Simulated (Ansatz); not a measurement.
## Run report: CH$_{7}$OPSi, phonon calculation

CH$_{7}$OPSi, computed with RHF/def2-SVP (Ansatz 0.2.0).

It belongs to a series of runs on one base structure; here: vibrations at the highest image of the band.

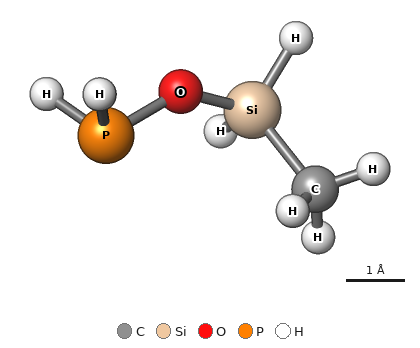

The structure as given in the input (ball-and-stick view, seen at a tilt). Bond lengths as drawn: C–H 1.09 Å, C–Si 1.89 Å, H–P 1.41 to 1.42 Å, H–Si 1.48 Å, O–P 1.64 Å and O–Si 1.66 Å.

## Results in brief

| quantity | value |
| --- | --- |
| outcome | converged |
| total energy | −20306.1277 eV |
| mean-field energy | −20306.1277 eV |
| largest force (length of the vector) | 0.027 eV/Å |
| hardware | 1 thread of an x86-64 CPU, shared host |
| wall time | 85 s |
| peak memory | 0.2 GiB |

## Input
```yaml
crystal:
  periodic: [false, false, false]
  atoms:
    - { symbol: C, position_ang: [-1.267103, 1.254006, 0.003317] }
    - { symbol: Si, position_ang: [-0.628299, -0.404433, 0.636646] }
    - { symbol: O, position_ang: [0.967257, -0.620603, 0.248169] }
    - { symbol: P, position_ang: [1.903517, -0.741656, -1.093267] }
    - { symbol: H, position_ang: [-2.112209, 1.12469, -0.675739] }
    - { symbol: H, position_ang: [-0.482408, 1.785996, -0.539387] }
    - { symbol: H, position_ang: [-1.592407, 1.893229, 0.826774] }
    - { symbol: H, position_ang: [-1.420031, -1.516912, 0.056023] }
    - { symbol: H, position_ang: [-0.714258, -0.474764, 2.109453] }
    - { symbol: H, position_ang: [3.11719, -0.258271, -0.556374] }
    - { symbol: H, position_ang: [2.294248, -2.098382, -0.995114] }
basis:
  gaussian: { orbitals: def2-SVP }
hamiltonian:
  xc: hf
phonons: {}
```

Run as:
```bash
ansatz run input.yaml --threads 1 --pin off --max-ram 2048MiB --backend cpu --events-out ev --progress --plain --runs-dir out
```

## Log
```
Engine: ansatz 0.2.0, x86_64-unknown-linux-gnu
Functional definition: HF
  exchange = exact_x
  correlation = 0
1033 factors; integrals over basis functions are off by at most 4.7e-4 eV
mean field evaluation 1: about -20303.2777 eV, gradient 3.4e1 eV
mean field evaluation 2: about -20303.3132 eV, gradient 3.4e1 eV
mean field evaluation 4: about -20306.0794 eV, gradient 3.8e0 eV
mean field evaluation 8: about -20306.1277 eV, gradient 1.8e-4 eV
mean field -20306.12767612 eV, -746.2364281098 hartree, gradient 2.6e-5 eV, S^2 0.000000; 0 other end points of the search recorded, 0 dependent functions left out
the calculation of the forces begins
reference -20306.12767612 eV, -746.2364281098 hartree; 25, 25 occupied and 74, 74 virtual orbitals, 1033 factors
these checks for a lower state are left out or cut short: stability, starts, cluster_reference, orbital_swaps, neighbouring_geometries, increment
1033 factors; integrals over basis functions are off by at most 4.7e-4 eV
mean field evaluation 16: about -20306.1275 eV, gradient 2.8e-6 eV
mean field -20306.12749701 eV, -746.2364215276 hartree, gradient 2.7e-6 eV, S^2 0.000000; 0 other end points of the search recorded, 0 dependent functions left out
[... from here on the field's lines of each further geometry are left out, up to the last ...]
the calculation of the forces begins
reference -20306.12767400 eV, -746.2364280317 hartree; 25, 25 occupied and 74, 74 virtual orbitals, 1033 factors
these checks for a lower state are left out or cut short: stability, starts, cluster_reference, orbital_swaps, neighbouring_geometries, increment
1033 factors; integrals over basis functions are off by at most 4.7e-4 eV
mean field -20306.12765801 eV, -746.2364274442 hartree, gradient 8.3e-7 eV, S^2 0.000000; 0 other end points of the search recorded, 0 dependent functions left out
the calculation of the forces begins
reference -20306.12765801 eV, -746.2364274442 hartree; 25, 25 occupied and 74, 74 virtual orbitals, 1033 factors
WARN: phonons: modes at or below zero, which the zero-point energy, F, S and C_V leave out: 2, the lowest at -178.15 cm⁻¹. A minimum has none, and a first-order saddle one
Total energy: -20306.12767612 eV, -746.2364281098 hartree
Atom 0 at    -1.267103     1.254006     0.003317 Å, force    -0.003555    -0.002630    -0.008455 eV/Å
Atom 1 at    -0.628299    -0.404433     0.636646 Å, force    -0.011671     0.016527     0.002908 eV/Å
Atom 2 at     0.967257    -0.620603     0.248169 Å, force     0.022443    -0.009936     0.011373 eV/Å
Atom 3 at     1.903517    -0.741656    -1.093267 Å, force    -0.014185     0.000583    -0.008672 eV/Å
Atom 4 at    -2.112209     1.124690    -0.675739 Å, force    -0.001708     0.003087    -0.002468 eV/Å
Atom 5 at    -0.482408     1.785996    -0.539387 Å, force     0.002171     0.000810    -0.002074 eV/Å
Atom 6 at    -1.592407     1.893229     0.826774 Å, force     0.001459    -0.002696     0.002143 eV/Å
Atom 7 at    -1.420031    -1.516912     0.056023 Å, force     0.002634     0.004372     0.002310 eV/Å
Atom 8 at    -0.714258    -0.474764     2.109453 Å, force    -0.001584    -0.012364     0.000440 eV/Å
Atom 9 at     3.117190    -0.258271    -0.556374 Å, force     0.000164     0.000771    -0.000707 eV/Å
Atom 10 at     2.294248    -2.098382    -0.995114 Å, force     0.003833     0.001476     0.003201 eV/Å
Dipole moment:    -0.023289     0.073434    -0.065010 e Å
Vibrations: -178.15 -19.20 69.01 127.35 295.83 572.37 621.45 733.71 808.15 820.35 929.61 978.44 1008.56 1044.19 1061.55 1161.01 1237.71 1400.33 1555.84 1558.36 2316.51 2357.84 2513.69 2533.93 3174.80 3265.77 3267.98 cm⁻¹, zero-point energy 2.195409 eV
```

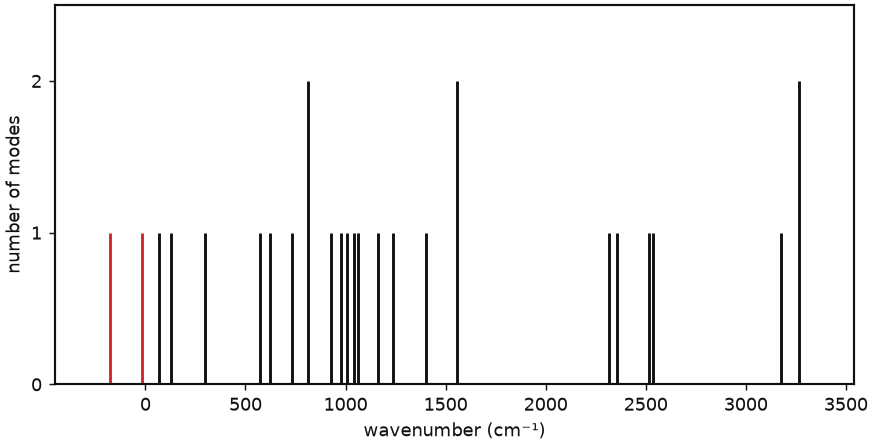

Harmonic vibrational wavenumbers from the force constants; neighbouring modes closer than 16 cm⁻¹ are counted in one stick, and imaginary ones are drawn at negative wavenumbers. 27 modes from 178i to 3268 cm⁻¹, 2 imaginary beyond 8i (178i, 19i cm⁻¹): not a minimum.
